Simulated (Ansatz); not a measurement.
A computed series for C: pressure series

The parent structure is C in the graphite type structure (space group P6_3/mmc, No. 194; layered, stacked along the Cartesian z axis).

```xyz
4
Lattice="2.4554 0.0000 0.0000 -1.2277 2.1264 0.0000 0.0000 0.0000 6.6710" Properties=species:S:1:pos:R:3 pbc="T T T"
C      0.0000     0.0000     1.6678
C      0.0000     0.0000     5.0033
C      0.0000     1.4176     1.6678
C      1.2277     0.7088     5.0033
```

Cell and atoms are relaxed at each pressure.

The values are results of r2SCAN+rVV10/PAW in Ansatz (a first-principles code), scalar-relativistic without spin-orbit coupling, not measurements.

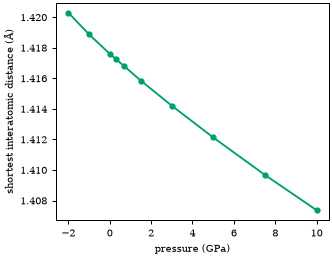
Shortest interatomic distance against pressure

Task: From the plot, what is the shortest interatomic distance for pressure 7.5 GPa?

Result: About 1.410 Å.

Task: Is the trend monotonic over the range shown?

Result: Yes, it falls throughout, spanning 1.407 Å to 1.420 Å.

The mesh was chosen for an insulator and is coarse for the gapless case. Load acts through the strain it causes; cell and atoms are relaxed under it. No phonon test of stability was made. No other phases were tried under pressure.
